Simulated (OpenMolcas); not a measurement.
## Energy and gradient calculation, with input and output: C₂H₂F₂

- system: C₂H₂F₂
- method: HF/def2-SVP, RHF (OpenMolcas 26.06)

The geometry comes from this level: GFN2-xTB.

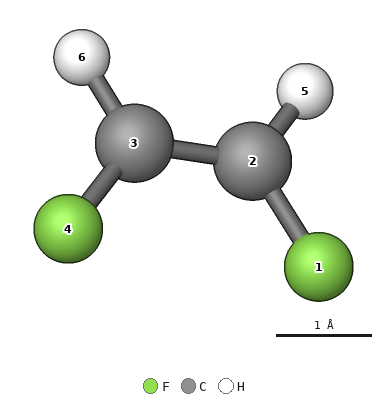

*The input geometry (ball-and-stick view, seen at a tilt; atoms are numbered from 1 in the order of the input).*

Bond lengths as drawn: C–C 1.32 Å, C–F 1.33 to 1.34 Å and C–H 1.08 Å.

**Results in brief**

```csv
quantity,value
outcome,converged
total energy,−275.505691 hartree
basis functions,66
largest force,1.012 eV/Å
HOMO,−10.65 eV
LUMO,4.65 eV
dipole moment,2.87 debye
hardware,"1 thread of Arm Neoverse V1, 24 GiB of memory available, shared host"
wall time,3.9 s
peak memory,0.41 GiB
```

**Input**
```
&GATEWAY
 BasLib = $CurrDir
 Coord
 6
 angstrom
 F        0.192360      -0.836360      -1.520840
 C        0.405210       0.027280      -0.525710
 C       -0.327390       0.076410       0.572410
 F       -1.362570      -0.733090       0.808990
 H        1.239650       0.687180      -0.705780
 H       -0.147270       0.778580       1.370930
 Basis = def2-SVP
 Group = NoSym

&SEWARD

&SCF
 Thresholds = 1e-10 1e-07 1e-07 1e-05
 PrOrbitals = 1 1

&ALASKA
```

Command:
```bash
export MOLCAS_MEM=1860
pymolcas run.input > run.log
```

**What the program printed**
```
--- Start Module: gateway ---

                                              &GATEWAY

                       available to each process: 1.9 GB of memory, 1 thread

 Basis Set     1 Label: F.DEF2-SVP
 Basis set is read from library:.
 basistype.tbl is not found

 Basis Set     2 Label: C.DEF2-SVP
 Basis set is read from library:.
 basistype.tbl is not found

 Basis Set     3 Label: F.DEF2-SVP
 Basis set is read from library:.
 basistype.tbl is not found

 Basis Set     4 Label: H.DEF2-SVP
 Basis set is read from library:.
 basistype.tbl is not found

++    Symmetry information:
      ---------------------

                    Character Table for C1

                             E
                    a        1  x, y, xy, Rz, z, xz, Ry, yz, Rx, I
--

++    Basis set information:
      ----------------------

      Basis set label: F.DEF2-SVP.........

      Electronic valence basis set:
      ------------------
      Associated Effective Charge   9.000000 au
      Associated Actual Charge      9.000000 au
      Nuclear Model: Point charge

      Shell  nPrim  nBasis  Cartesian Spherical Contaminant
         s       7       3        X
         p       4       2        X
         d       1       1                 X

      Basis set label: C.DEF2-SVP.........

      Electronic valence basis set:
      ------------------
      Associated Effective Charge   6.000000 au
      Associated Actual Charge      6.000000 au
      Nuclear Model: Point charge

      Shell  nPrim  nBasis  Cartesian Spherical Contaminant
         s       7       3        X
         p       4       2        X
         d       1       1                 X

      Basis set label: F.DEF2-SVP.........

      Electronic valence basis set:
      ------------------
      Associated Effective Charge   9.000000 au
      Associated Actual Charge      9.000000 au
      Nuclear Model: Point charge

      Shell  nPrim  nBasis  Cartesian Spherical Contaminant
         s       7       3        X
         p       4       2        X
         d       1       1                 X

      Basis set label: H.DEF2-SVP.........

      Electronic valence basis set:
      ------------------
      Associated Effective Charge   1.000000 au
      Associated Actual Charge      1.000000 au
      Nuclear Model: Point charge

      Shell  nPrim  nBasis  Cartesian Spherical Contaminant
         s       4       2        X
         p       1       1        X
--

++    Molecular structure info:
      -------------------------

                    ************************************************
                    **** Cartesian Coordinates / bohr, angstrom ****
                    ************************************************

     Center  Label                x              y              z                     x              y              z
        1      F1               0.363508      -1.580491      -2.873971              0.192360      -0.836360      -1.520840
        2      C2               0.765736       0.051552      -0.993448              0.405210       0.027280      -0.525710
        3      C3              -0.618677       0.144394       1.081698             -0.327390       0.076410       0.572410
        4      F4              -2.574884      -1.385339       1.528770             -1.362570      -0.733090       0.808990
        5      H5               2.342599       1.298582      -1.333731              1.239650       0.687180      -0.705780
        6      H6              -0.278300       1.471303       2.590682             -0.147270       0.778580       1.370930

                    ***************************************
                    *    InterNuclear Distances / bohr    *
                    ***************************************

               1 F1            2 C2            3 C3            4 F4            5 H5            6 H6
    1 F1       0.000000
    2 C2       2.522245        0.000000
    3 C3       4.425747        2.496287        0.000000
    4 F4       5.296825        4.425605        2.523232        0.000000
    5 H5       3.818142        2.038964        3.991943        6.291183        0.000000
    6 H6       6.291884        3.993957        2.038033        3.816066        4.722284        0.000000

                    *******************************************
                    *    InterNuclear Distances / angstrom    *
                    *******************************************

               1 F1            2 C2            3 C3            4 F4            5 H5            6 H6
    1 F1       0.000000
    2 C2       1.334715        0.000000
    3 C3       2.342004        1.320978        0.000000
    4 F4       2.802959        2.341929        1.335237        0.000000
    5 H5       2.020474        1.078973        2.112445        3.329151        0.000000
    6 H6       3.329522        2.113511        1.078480        2.019375        2.498925        0.000000

                    **************************************
                    *    Valence Bond Angles / degree    *
                    **************************************
                          Atom centers                 Phi
                      1 F1       2 C2       3 C3       123.74
                      1 F1       2 C2       5 H5       113.24
                      3 C3       2 C2       5 H5       123.02
                      2 C2       3 C3       4 F4       123.69
                      2 C2       3 C3       6 H6       123.17
                      4 F4       3 C3       6 H6       113.14

           ***************************************************************
           *              Valence Dihedral Angles / degree               *
           ***************************************************************
                    Atom centers                       Phi1     Phi2     Theta
           1 F1       2 C2       3 C3       4 F4        123.74   123.69     0.01
           1 F1       2 C2       3 C3       6 H6        123.74   123.17  -179.98
           5 H5       2 C2       3 C3       6 H6        123.02   123.17    -0.01
           4 F4       3 C3       2 C2       5 H5        123.69   123.02   179.99
--

            Nuclear Potential Energy            113.60761766 au

--- Stop Module: gateway /rc=_RC_ALL_IS_WELL_ ---

--- Start Module: seward ---

                                              &SEWARD

                       available to each process: 1.9 GB of memory, 1 thread

               SEWARD will generate:
                  Multipole Moment integrals up to order  2
                  Kinetic Energy integrals
                  Nuclear Attraction integrals (point charge)
                  One-Electron Hamiltonian integrals
                  Velocity integrals
                  Orbital angular momentum around ( -0.5963  -0.7999  -0.3629 )
                  Velocity quadrupole around ( -0.5963  -0.7999  -0.3629 )
                  Two-Electron Repulsion integrals

                   Integrals are discarded if absolute value <: 1.00E-14
                   Integral cutoff threshold is set to       <: 1.00E-16

            Nuclear Potential Energy            113.60761766 au

      Basis set specifications :
      Symmetry species         a
      Basis functions           66

--- Stop Module: seward /rc=_RC_ALL_IS_WELL_ ---
--- Module seward spent 1 second ---

--- Start Module: scf ---

                                                &SCF

                       available to each process: 1.9 GB of memory, 1 thread

++    Input section:
      --------------

      Header of the integral files:

      Cartesian coordinates in angstrom:
      -----------------------------------------------------
      No.  Label        X            Y            Z
      -----------------------------------------------------
       1   F1         0.19236000  -0.83636000  -1.52084000
       2   C2         0.40521000   0.02728000  -0.52571000
       3   C3        -0.32739000   0.07641000   0.57241000
       4   F4        -1.36257000  -0.73309000   0.80899000
       5   H5         1.23965000   0.68718000  -0.70578000
       6   H6        -0.14727000   0.77858000   1.37093000
      -----------------------------------------------------
      Nuclear repulsion energy =  113.60761766
--

++    Orbital specifications:
      -----------------------

      Symmetry species               1
                                     a
      Frozen orbitals                0
      Occupied orbitals             16
      Secondary orbitals            50
      Deleted orbitals               0
      Total number of orbitals      66
      Number of basis functions     66
--

      Molecular charge                           0.000

++    Optimization specifications:
      ----------------------------

      SCF Algorithm: Conventional
      Minimized density differences are used
      Number of density matrices in core                 5
      Maximum number of NDDO SCF iterations            400
      Maximum number of HF SCF iterations              400
      Threshold for SCF energy change             1.00E-10
      Threshold for density matrix                1.00E-07
      Threshold for Fock matrix                   1.00E-07
      Threshold for linear dependence             1.00E-09
      Threshold at which DIIS is turned on        1.50E-01
      Maximum depth in the DIIS procedure                5
      Maximum depth in the BFGS Hessian update          30
      Threshold at which QNR/C2DIIS is turned on  7.50E-02
      Threshold for Norm(delta) (QNR/C2DIIS)      1.00E-05
      All orbitals punched on: SCFORB
--

      Input vectors read from INPORB
      Orbital file label: *Guess orbitals

++ Convergence information
                                   SCF        iterations: Energy and convergence statistics

Iter     Tot. SCF        One-elec.       Two-elec.     Energy      Max Dij or  Max Fij      DNorm      TNorm      AccCon     Time
         Energy          Energy          Energy        Change      Delta Norm                                                in Sec.
   1  -275.110940315  -604.893267339   216.174709364   0.00E+00    2.31E-01*   1.40E-01*    6.78E+00   1.14E+02   None         0.
   2  -275.437403592  -606.629619669   217.584598417  -3.26E-01*   1.66E-01*   7.98E-02*    1.91E+00   1.15E+02   EDIIS        0.
   3  -275.483882069  -607.507324428   218.415824698  -4.65E-02*   4.93E-02*   4.14E-02*    5.63E-01   1.15E+02   EDIIS        0.
   4  -275.499572318  -606.458860552   217.351670574  -1.57E-02*   1.10E-02*   1.47E-02*    1.52E-01   1.15E+02   c2DIIS       0.
   5  -275.505640948  -606.955689149   217.842430540  -6.07E-03*   3.84E-03*   2.11E-03*    3.71E-02   1.15E+02   QNRc2DIIS    0.
   6  -275.505684000  -606.908551958   217.795250298  -4.31E-05*   2.36E-03*   7.86E-04*    6.71E-03   1.15E+02   QNRc2DIIS    0.
   7  -275.505690885  -606.925380720   217.812072174  -6.89E-06*   3.81E-04*   2.19E-04*    1.34E-03   1.15E+02   QNRc2DIIS    0.
   8  -275.505691296  -606.924210146   217.810901190  -4.10E-07*   1.12E-04*   4.98E-05*    3.60E-04   1.15E+02   QNRc2DIIS    0.
   9  -275.505691337  -606.923375833   217.810066835  -4.19E-08*   5.76E-05*   1.53E-05*    5.98E-05   1.15E+02   QNRc2DIIS    0.
  10  -275.505691343  -606.923599511   217.810290508  -5.06E-09*   8.90E-06    2.14E-06*    3.39E-05   1.15E+02   QNRc2DIIS    0.
  11  -275.505691343  -606.923605455   217.810296452  -1.47E-10*   1.58E-06    4.93E-07*    7.94E-04   1.15E+02   QNRc2DIIS    0.
  12  -275.505691343  -606.923604031   217.810295028  -5.46E-12    2.71E-07    6.96E-08     7.54E-04   1.15E+02   QNRc2DIIS    0.

       Convergence after  12 Iterations
--

 *****************************************************************************************************************************
 *                                             SCF/KS-DFT Program, Final results                                             *
 *                                                       Final Results                                                       *
 *****************************************************************************************************************************

::    Total SCF energy                               -275.5056913427
      One-electron energy                            -606.9236040312
      Two-electron energy                             217.8102950280
      Nuclear repulsion energy                        113.6076176605
      Kinetic energy (interpolated)                   274.9012764829
      Virial theorem                                    1.0021986615
      Total spin, S(S+1)                                0.0000000000
      Total spin, S                                     0.0000000000
      Max non-diagonal density matrix element           0.0000002329
      Max non-diagonal Fock matrix element              0.0000000360

      All orbitals with orbital energies smaller than  E(LUMO)+0.5 are printed

++    Molecular orbitals:
      -------------------

      Title: SCF orbitals

      Molecular orbitals for symmetry species 1: a

          Orbital            1         2         3         4         5         6         7         8         9        10
          Energy          -26.3084  -26.3081  -11.3404  -11.3387   -1.6175   -1.6044   -1.0572   -0.8541   -0.7792   -0.7560
          Occ. No.          2.0000    2.0000    2.0000    2.0000    2.0000    2.0000    2.0000    2.0000    2.0000    2.0000

          Orbital           11        12        13        14        15        16        17        18        19        20
          Energy           -0.7133   -0.7003   -0.6873   -0.6156   -0.5795   -0.3914    0.1709    0.1895    0.2288    0.2532
          Occ. No.          2.0000    2.0000    2.0000    2.0000    2.0000    2.0000    0.0000    0.0000    0.0000    0.0000

          Orbital           21        22        23        24        25
          Energy            0.4284    0.5099    0.5370    0.6494    0.6577
          Occ. No.          0.0000    0.0000    0.0000    0.0000    0.0000

--

++    Molecular charges:
      ------------------

      Mulliken charges per centre and basis function type
      ---------------------------------------------------

                F1      C2      C3      F4      H5      H6
      1s       3.9237  3.0663  3.0668  3.9239  0.9035  0.9035
      2px      1.9320  0.9854  0.7688  1.6740  0.0142  0.0034
      2pz      1.6962  0.7676  0.9647  1.9316  0.0028  0.0127
      2py      1.7558  0.8469  0.8661  1.7789  0.0101  0.0110
      3d2+     0.0012  0.0085  0.0164  0.0019  0.0000  0.0000
      3d1+     0.0012  0.0164  0.0159  0.0012  0.0000  0.0000
      3d0      0.0020  0.0241  0.0172  0.0013  0.0000  0.0000
      3d1-     0.0039  0.0244  0.0161  0.0008  0.0000  0.0000
      3d2-     0.0009  0.0127  0.0205  0.0038  0.0000  0.0000
      Total    9.3168  5.7523  5.7524  9.3174  0.9305  0.9306

      N-E     -0.3168  0.2477  0.2476 -0.3174  0.0695  0.0694

      Total electronic charge=   32.000000

      Total            charge=   -0.000000
--

++    Molecular properties:
      ---------------------

      Charge (e):
                      =   -0.0000
      Dipole Moment (debye):
      Origin of the operator (angstrom)=   -0.3155   -0.4233   -0.1920
                   X=  1.6112E+00               Y=  2.1591E+00               Z=  9.7712E-01           Total=  2.8657E+00
      Quadrupole Moment (debye*angstrom):
      Origin of the operator (angstrom)=   -0.3155   -0.4233   -0.1920
                  XX= -2.1509E+01              XY=  1.2457E+00              XZ=  7.5007E-01              YY= -2.0644E+01
                  YZ=  7.4407E-01              ZZ= -2.2242E+01
      In traceless form (debye*angstrom)
                  XX= -6.6442E-02              XY=  1.8686E+00              XZ=  1.1251E+00              YY=  1.2323E+00
                  YZ=  1.1161E+00              ZZ= -1.1659E+00
--

--- Stop Module: scf /rc=_RC_ALL_IS_WELL_ ---
--- Module scf spent 1 second ---

--- Start Module: alaska ---

                                              &ALASKA

                       available to each process: 1.9 GB of memory, 1 thread

                     Threshold for contributions to the gradient: 1.000E-07

                    ********************************************
                    * Symmetry Adapted Cartesian Displacements *
                    ********************************************

           Irreducible representation : a
           Basis function(s) of irrep: x, y, xy, Rz, z, xz, Ry, yz, Rx, I

 Basis Label        Type   Center Phase
   1   F1           x         1     1
   2   F1           y         1     1
   3   F1           z         1     1
   4   C2           x         2     1
   5   C2           y         2     1
   6   C2           z         2     1
   7   C3           x         3     1
   8   C3           y         3     1
   9   C3           z         3     1
  10   F4           x         4     1
  11   F4           y         4     1
  12   F4           z         4     1
  13   H5           x         5     1
  14   H5           y         5     1
  15   H5           z         5     1
  16   H6           x         6     1
  17   H6           y         6     1
  18   H6           z         6     1

                     No automatic utilization of translational and rotational invariance of the energy is employed.

 Conventional ERI gradients!

 **************************************************
 *              Molecular gradients               *
 **************************************************

  Irreducible representation: a
 ------------------------------------------------------------------------------------------
                              X                       Y                       Z
 ------------------------------------------------------------------------------------------
  F1               -4.81615660311796E-04   -1.11035932800698E-02   -1.59849530530796E-02
  C2                8.85528168300276E-03    1.11221372869919E-02    4.34728771290249E-03
  C3                8.51722560266677E-03    1.19682588856076E-02    5.99676351897127E-03
  F4               -1.55409687535162E-02   -1.02390175983178E-02    6.41428349025208E-03
  H5                6.82514038435222E-04   -7.83537770934206E-04   -2.15256732887925E-03
  H6               -2.03243691030330E-03   -9.64247523212336E-04    1.37918565977424E-03
 ------------------------------------------------------------------------------------------

--- Stop Module: alaska /rc=_RC_ALL_IS_WELL_ ---

.##################.
.# Happy landing! #.
.##################.

    Timing: Wall=3.62 User=2.87 System=0.63
```

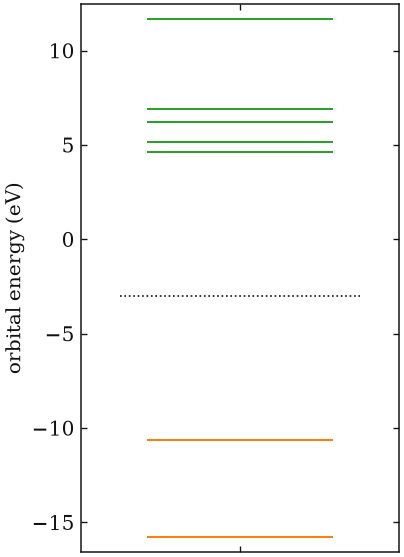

*Orbital energies near the frontier; the dotted line parts filled from empty levels, and levels within 0.02 eV of each other stand side by side.*

Highest filled −10.65 eV, lowest empty 4.65 eV, 15.30 eV apart.

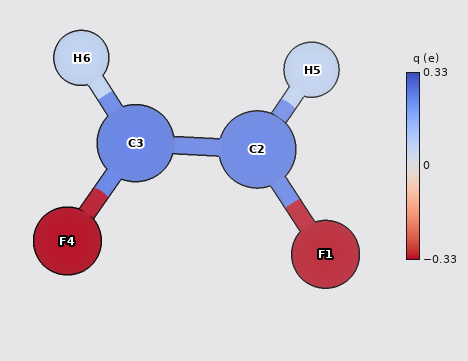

*Mulliken charges, as the colour of each atom (ball-and-stick view, seen at a tilt; atoms are numbered from 1 in the order of the input).*

By element: F −0.32, C +0.25 and H +0.07 e.
